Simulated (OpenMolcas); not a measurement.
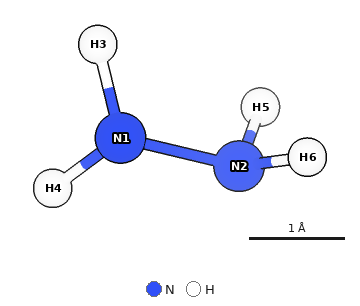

**Figure 1.** The structure as given in the input (ball-and-stick view, seen at a tilt; atoms are numbered from 1 in the order of the input). Bond lengths as drawn: H–N 1.01 Å and N–N 1.42 Å.

## Single-point calculation of N2H4 (charge +1)

N2H4, charge +1, multiplicity 2, computed with B3P86/def2-SVP, UKS (OpenMolcas 26.06).

The geometry is that of the parent species in another charge or spin state. The geometry comes from this level: PBE0-D4/def2-TZVP.

Input file
```
>>> EXPORT MOLCAS_PRINT=2
&GATEWAY
BasLib
$CurrDir
Coord
6
bohr
N     -0.25530200    -1.32602082     0.37019735
N      0.84527450     1.10322211     0.16988638
H     -2.03372326    -1.39386199    -0.34109557
H      0.82902285    -2.55528767    -0.60981462
H      0.19634254     2.08758045    -1.34113863
H      0.41857434     2.08417894     1.75196509
Basis
def2-SVP
Group
NoSym
&SEWARD
&SCF
UHF
Charge
1
Spin
2
KSDFT
HYB_GGA_XC_B3P86
PrOrbitals
1 1
```

Command:
```bash
export MOLCAS_MEM=1860
pymolcas job.inp > job.log
```

Output
```
--- Start Module: gateway ---

                                              &GATEWAY

                       available to each process: 1.9 GB of memory, 1 thread

 Basis Set     1 Label: N.DEF2-SVP
 Basis set is read from library:.
 basistype.tbl is not found

 Basis Set     2 Label: H.DEF2-SVP
 Basis set is read from library:.
 basistype.tbl is not found

++    Symmetry information:
      ---------------------

                    Character Table for C1

                             E
                    a        1  x, y, xy, Rz, z, xz, Ry, yz, Rx, I
--

++    Basis set information:
      ----------------------

      Basis set label: N.DEF2-SVP.........

      Electronic valence basis set:
      ------------------
      Associated Effective Charge   7.000000 au
      Associated Actual Charge      7.000000 au
      Nuclear Model: Point charge

      Shell  nPrim  nBasis  Cartesian Spherical Contaminant
         s       7       3        X
         p       4       2        X
         d       1       1                 X

      Basis set label: H.DEF2-SVP.........

      Electronic valence basis set:
      ------------------
      Associated Effective Charge   1.000000 au
      Associated Actual Charge      1.000000 au
      Nuclear Model: Point charge

      Shell  nPrim  nBasis  Cartesian Spherical Contaminant
         s       4       2        X
         p       1       1        X
--

++    Molecular structure info:
      -------------------------

                    ************************************************
                    **** Cartesian Coordinates / bohr, angstrom ****
                    ************************************************

     Center  Label                x              y              z                     x              y              z
        1      N1              -0.255302      -1.326021       0.370197             -0.135100      -0.701700       0.195900
        2      N2               0.845275       1.103222       0.169886              0.447300       0.583800       0.089900
        3      H3              -2.033723      -1.393862      -0.341096             -1.076200      -0.737600      -0.180500
        4      H4               0.829023      -2.555288      -0.609815              0.438700      -1.352200      -0.322700
        5      H5               0.196343       2.087580      -1.341139              0.103900       1.104700      -0.709700
        6      H6               0.418574       2.084179       1.751965              0.221500       1.102900       0.927100

                    ***************************************
                    *    InterNuclear Distances / bohr    *
                    ***************************************

               1 N1            2 N2            3 H3            4 H4            5 H5            6 H6
    1 N1       0.000000
    2 N2       2.674437        0.000000
    3 H3       1.916591        3.845148        0.000000
    4 H4       1.909786        3.740707        3.101038        0.000000
    5 H5       3.845169        1.916578        4.253671        4.742504        0.000000
    6 H6       3.740702        1.909796        4.742514        5.222176        3.101079        0.000000

                    *******************************************
                    *    InterNuclear Distances / angstrom    *
                    *******************************************

               1 N1            2 N2            3 H3            4 H4            5 H5            6 H6
    1 N1       0.000000
    2 N2       1.415251        0.000000
    3 H3       1.014216        2.034764        0.000000
    4 H4       1.010615        1.979497        1.640998        0.000000
    5 H5       2.034776        1.014209        2.250946        2.509625        0.000000
    6 H6       1.979494        1.010621        2.509630        2.763457        1.641020        0.000000

                    **************************************
                    *    Valence Bond Angles / degree    *
                    **************************************
                          Atom centers                 Phi
                      2 N2       1 N1       3 H3       112.72
                      2 N2       1 N1       4 H4       108.21
                      3 H3       1 N1       4 H4       108.28
                      1 N1       2 N2       5 H5       112.72
                      1 N1       2 N2       6 H6       108.21
                      5 H5       2 N2       6 H6       108.28

           ***************************************************************
           *              Valence Dihedral Angles / degree               *
           ***************************************************************
                    Atom centers                       Phi1     Phi2     Theta
           3 H3       1 N1       2 N2       5 H5        112.72   112.72   -29.88
           3 H3       1 N1       2 N2       6 H6        112.72   108.21    89.84
           4 H4       1 N1       2 N2       5 H5        108.21   112.72    89.84
           4 H4       1 N1       2 N2       6 H6        108.21   108.21  -150.44
--

            Nuclear Potential Energy             41.83371101 au

--- Stop Module: gateway /rc=_RC_ALL_IS_WELL_ ---

--- Start Module: seward ---

                                              &SEWARD

                       available to each process: 1.9 GB of memory, 1 thread

               SEWARD will generate:
                  Multipole Moment integrals up to order  2
                  Kinetic Energy integrals
                  Nuclear Attraction integrals (point charge)
                  One-Electron Hamiltonian integrals
                  Velocity integrals
                  Orbital angular momentum around (  0.2393  -0.0904   0.2191 )
                  Velocity quadrupole around (  0.2393  -0.0904   0.2191 )
                  Two-Electron Repulsion integrals

                   Integrals are discarded if absolute value <: 1.00E-14
                   Integral cutoff threshold is set to       <: 1.00E-16

            Nuclear Potential Energy             41.83371101 au

      Basis set specifications :
      Symmetry species         a
      Basis functions           48

--- Stop Module: seward /rc=_RC_ALL_IS_WELL_ ---

--- Start Module: scf ---

                                                &SCF

                       available to each process: 1.9 GB of memory, 1 thread

++    Input section:
      --------------

      Header of the integral files:

      Cartesian coordinates in angstrom:
      -----------------------------------------------------
      No.  Label        X            Y            Z
      -----------------------------------------------------
       1   N1        -0.13510000  -0.70170000   0.19590000
       2   N2         0.44730000   0.58380000   0.08990000
       3   H3        -1.07620000  -0.73760000  -0.18050000
       4   H4         0.43870000  -1.35220000  -0.32270000
       5   H5         0.10390000   1.10470000  -0.70970000
       6   H6         0.22150000   1.10290000   0.92710000
      -----------------------------------------------------
      Nuclear repulsion energy =   41.83371101
--

++    Orbital specifications:
      -----------------------

      Symmetry species               1
                                     a
      Frozen orbitals                0
      Start temperature = 0.500
      End temperature   = 0.010
      Temperature Factor= 0.460
      Deleted orbitals               0
      Total number of orbitals      48
      Number of basis functions     48
--

      Molecular charge                           1.000

      Numerical integration parameters
      --------------------------------
      Radial quadrature type:                         MHL
      Size of radial grid:                            75
      Lebedev angular grid:                           29
      Angular grid pruned with the crowding factor:  3.00E+00
                                 and fading factor:  6.00E+00
      Screening threshold for integral computation:   1.00E-11
      Radial quadrature accuracy:                     1.00E-25
      Maximum batch size:                             128
      AO values are stored on disk
      The same grid will be used for all iterations.

      DFT functional specifications
      -----------------------------
      Using Libxc version: 6.2.2
      Please cite the following reference:
      S. Lehtola, C. Steigemann, M. J.T. Oliveira, and M. A.L. Marques.,  SoftwareX 7, 1–5 (2018) doi:10.1016/j.softx.2017.11.002

      * B3P86
        - Defined through Gaussian implementation. doi:

++    Optimization specifications:
      ----------------------------

      SCF Algorithm: Conventional USCF
      D(i)-D(i-1) density differences are used
      Number of density matrices in core                 5
      Maximum number of NDDO SCF iterations            400
      Maximum number of HF SCF iterations              400
      Threshold for SCF energy change             1.00E-09
      Threshold for density matrix                1.00E-04
      Threshold for Fock matrix                   1.50E-04
      Threshold for linear dependence             1.00E-09
      Threshold at which DIIS is turned on        1.50E-01
      Maximum depth in the DIIS procedure                5
      Maximum depth in the BFGS Hessian update          30
      Threshold at which QNR/C2DIIS is turned on  7.50E-02
      Threshold for Norm(delta) (QNR/C2DIIS)      1.00E-03
      All orbitals punched on: UHFORB
--

      Input vectors read from INPORB
      Orbital file label: *Guess orbitals

++ Convergence information
                               UHF [...]      iterations: Energy and convergence statistics

Iter     Tot. [...]      One-elec.       Two-elec.     Energy      Max Dij or  Max Fij      DNorm      TNorm      AccCon     Time
         Energy          Energy          Energy        Change      Delta Norm                                                in Sec.
   1  -108.345409963  -233.641074512    83.461953538   0.00E+00    2.20E-01*   4.47E-01*    5.64E+00   6.67E+01   None         0.
   2  -109.865264001  -237.518488878    85.819513866  -1.52E+00*   7.09E-02*   5.52E-02*    4.21E+00   6.76E+01   EDIIS        0.
   3  -111.116280006  -238.324345648    85.374354631  -1.25E+00*   3.06E-02*   2.68E-02*    2.58E+00   6.76E+01   EDIIS        0.
   4  -111.404613885  -240.695589340    87.457264444  -2.88E-01*   8.58E-02*   3.26E-02*    1.29E+00   6.84E+01   EDIIS        0.
   5  -111.420232174  -238.649561118    85.395617933  -1.56E-02*   4.68E-02*   3.09E-02*    4.13E-01   6.77E+01   EDIIS        0.
   6  -111.427883164  -240.492930944    87.231336768  -7.65E-03*   1.45E-02*   1.45E-02*    2.91E-01   6.83E+01   EDIIS        0.
   7  -111.438997722  -239.536555514    86.263846781  -1.11E-02*   1.70E-02*   7.16E-03*    4.28E-01   6.80E+01   EDIIS        0.
   8  -111.452214039  -239.980221647    86.694296597  -1.32E-02*   2.06E-02*   9.03E-03*    4.74E-01   6.82E+01   EDIIS        0.
   9  -111.452328621  -239.519153093    86.233113461  -1.15E-04*   1.22E-02*   4.42E-03*    9.95E-02   6.80E+01   EDIIS        0.

       Fermi aufbau procedure completed!
      nOcc(alpha)=    9
      nOcc(beta) =    8

  10  -111.452973996  -239.793694558    86.507009551  -6.45E-04*   5.15E-03*   7.63E-04*    3.07E-02   6.81E+01   c2DIIS       0.
  11  -111.452994904  -239.758613926    86.471908011  -2.09E-05*   9.06E-03*   3.39E-04*    1.10E-02   6.81E+01   QNRc2DIIS    0.
  12  -111.452990476  -239.760442317    86.473740830   4.43E-06*   6.49E-03*   9.44E-04*    9.20E-03   6.81E+01   QNRc2DIIS    0.
  13  -111.452997186  -239.760288699    86.473580502  -6.71E-06*   8.82E-04    5.29E-05     6.37E-03   6.81E+01   QNRc2DIIS    0.
  14  -111.452997238  -239.758457472    86.471749222  -5.25E-08*   2.07E-04    3.28E-05     1.32E-03   6.81E+01   QNRc2DIIS    0.
  15  -111.452997252  -239.759649270    86.472941007  -1.36E-08*   8.90E-05    7.02E-06     2.82E-04   6.81E+01   QNRc2DIIS    0.
  16  -111.452997253  -239.759529046    86.472820782  -6.75E-10    1.93E-05    3.34E-06     1.07E-04   6.81E+01   QNRc2DIIS    0.

       Convergence after  16 Iterations
--

 *****************************************************************************************************************************
 *                                             SCF/KS-DFT Program, Final results                                             *
 *                                                       Final Results                                                       *
 *****************************************************************************************************************************

::    Total KS-DFT energy                            -111.4529972525
      One-electron energy                            -239.7595290459
      Two-electron energy                              86.4728207823
      Nuclear repulsion energy                         41.8337110111
      Kinetic energy (interpolated)                   110.4850844125
      Virial theorem                                    1.0087605747
      Total spin, S(S+1)                                0.7533822001
      Total spin, S                                     0.5016896725
      Max non-diagonal density matrix element           0.0000069966
      Max non-diagonal Fock matrix element              0.0000010248

      All orbitals with orbital energies smaller than  E(LUMO)+0.5 are printed

++    Molecular orbitals:
      -------------------

      Title: UKS-DFT orbitals (alpha)

      Molecular orbitals for symmetry species 1: a

          Orbital            1         2         3         4         5         6         7         8         9        10
          Energy          -14.6952  -14.6951   -1.3076   -1.0911   -0.8490   -0.8403   -0.8035   -0.6272   -0.6180   -0.1869
          Occ. No.          1.0000    1.0000    1.0000    1.0000    1.0000    1.0000    1.0000    1.0000    1.0000    0.0000

          Orbital           11        12        13        14        15        16
          Energy           -0.1707   -0.1176   -0.1105   -0.0793    0.2589    0.2599
          Occ. No.          0.0000    0.0000    0.0000    0.0000    0.0000    0.0000

--

      All orbitals with orbital energies smaller than  E(LUMO)+0.5 are printed

++    Molecular orbitals:
      -------------------

      Title: UKS-DFT orbitals (beta)

      Molecular orbitals for symmetry species 1: a

          Orbital            1         2         3         4         5         6         7         8         9        10
          Energy          -14.6846  -14.6845   -1.2834   -1.0653   -0.8389   -0.8136   -0.7908   -0.5600   -0.4853   -0.1814
          Occ. No.          1.0000    1.0000    1.0000    1.0000    1.0000    1.0000    1.0000    1.0000    0.0000    0.0000

          Orbital           11        12        13        14
          Energy           -0.1561   -0.1109   -0.1015   -0.0696
          Occ. No.          0.0000    0.0000    0.0000    0.0000

--

++    Molecular charges:
      ------------------

      Mulliken charges per centre and basis function type
      ---------------------------------------------------

                            N1                      N2                      H3                      H4                      H5                      H6
                     alpha        beta       alpha        beta       alpha        beta       alpha        beta       alpha        beta       alpha        beta
      1s           1.7335      1.6922      1.7335      1.6922      0.3627      0.3776      0.3683      0.3421      0.3627      0.3776      0.3683      0.3421
      2px          0.5772      0.5466      0.8746      0.4661      0.0131      0.0130      0.0079      0.0074      0.0065      0.0030      0.0059      0.0051
      2pz          0.8771      0.4856      0.6007      0.5643      0.0070      0.0038      0.0073      0.0075      0.0109      0.0108      0.0119      0.0111
      2py          0.5208      0.5010      0.4998      0.5027      0.0031      0.0031      0.0084      0.0070      0.0059      0.0061      0.0057      0.0057
      3d2+         0.0043      0.0031      0.0016      0.0021      0.0000      0.0000      0.0000      0.0000      0.0000      0.0000      0.0000      0.0000
      3d1+         0.0023      0.0026      0.0017      0.0021      0.0000      0.0000      0.0000      0.0000      0.0000      0.0000      0.0000      0.0000
      3d0          0.0009      0.0012      0.0016      0.0016      0.0000      0.0000      0.0000      0.0000      0.0000      0.0000      0.0000      0.0000
      3d1-         0.0025      0.0029      0.0049      0.0032      0.0000      0.0000      0.0000      0.0000      0.0000      0.0000      0.0000      0.0000
      3d2-         0.0035      0.0033      0.0037      0.0040      0.0000      0.0000      0.0000      0.0000      0.0000      0.0000      0.0000      0.0000
      Total        3.7221      3.2385      3.7221      3.2384      0.3860      0.3975      0.3919      0.3641      0.3859      0.3975      0.3919      0.3641
      Total              6.9606                  6.9606                  0.7834                  0.7560                  0.7834                  0.7560

      Charge            0.0394                  0.0394                  0.2166                  0.2440                  0.2166                  0.2440

      Total electronic charge=   17.000000

      Total            charge=    1.000000
--

++    Molecular orbitals:
      -------------------

      Title: Natural orbitals

      Molecular orbitals for symmetry species 1: a

          Orbital            1         2         3         4         5         6         7         8         9        10
          Energy          -14.6792  -14.6693   -0.8790   -0.8096   -0.9742   -1.1036   -1.0653   -0.6292   -0.5554    0.2783
          Occ. No.          2.0000    2.0000    2.0000    2.0000    2.0000    1.9999    1.9998    1.9987    1.0000    0.0013

          Orbital           11        12        13        14        15        16        17        18        19        20
          Energy            0.5448    0.4063    1.0703    0.6234    1.1487    1.1657    0.8645    0.0143    0.2592    0.3697
          Occ. No.          0.0002    0.0001    0.0000    0.0000    0.0000    0.0000    0.0000    0.0000    0.0000    0.0000

          Orbital           21        22        23        24        25        26        27        28        29        30
          Energy            0.0123    0.5550    0.4817    0.9441    0.6377    0.8511    0.6727    0.6101    0.7948    1.1709
          Occ. No.          0.0000    0.0000    0.0000    0.0000    0.0000    0.0000    0.0000    0.0000    0.0000    0.0000

          Orbital           31        32        33        34        35        36        37        38        39        40
          Energy            0.6649    1.4566    1.2398    1.5248    1.8208    1.4636    1.5092    2.0976    2.1497    2.1090
          Occ. No.          0.0000    0.0000    0.0000    0.0000    0.0000    0.0000    0.0000    0.0000    0.0000    0.0000

          Orbital           41        42        43        44        45        46        47
          Energy            2.0483    2.3296    2.6712    2.2176    2.5102    2.4751    2.1010
          Occ. No.          0.0000    0.0000    0.0000    0.0000    0.0000    0.0000    0.0000

--

++    Molecular properties:
      ---------------------

      Charge (e):
                      =    1.0000
      Dipole Moment (debye):
      Origin of the operator (angstrom)=    0.1266   -0.0478    0.1159
                   X= -1.4062E+00               Y=  5.3123E-01               Z= -1.2876E+00           Total=  1.9793E+00
      Center of Charge (angstrom)
                     X=   -0.16612853               Y=    0.06277160               Z=   -0.15214601
      Quadrupole Moment (debye*angstrom):
      Origin of the operator (angstrom)=    0.1266   -0.0478    0.1159
                  XX= -9.8437E+00              XY=  1.9281E-01              XZ=  3.6342E-01              YY= -4.9889E+00
                  YZ=  1.6846E+00              ZZ= -9.2860E+00
      In traceless form (debye*angstrom)
                  XX= -2.7062E+00              XY=  2.8922E-01              XZ=  5.4512E-01              YY=  4.5759E+00
                  YZ=  2.5269E+00              ZZ= -1.8697E+00
--

--- Stop Module: scf /rc=_RC_ALL_IS_WELL_ ---
--- Module scf spent 5 seconds ---

.##################.
.# Happy landing! #.
.##################.

    Timing: Wall=6.51 User=4.90 System=0.91
```

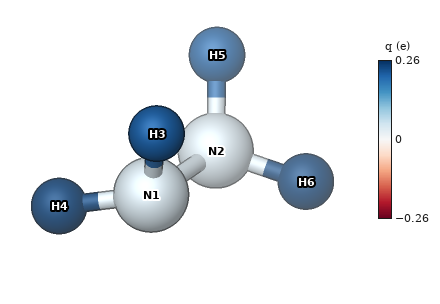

**Figure 2.** Mulliken charges, as the colour of each atom (ball-and-stick view, seen at a tilt; atoms are numbered from 1 in the order of the input). By element: N +0.04 and H +0.22 to +0.24 e.

Results in brief

- outcome: converged
- total energy: −111.452997 hartree
- basis functions: 48
- ⟨S²⟩: 0.753
- hardware: 1 thread of Arm Neoverse V2, 24 GiB of memory available, shared host
- wall time: 6.9 s
- peak memory: 0.38 GiB
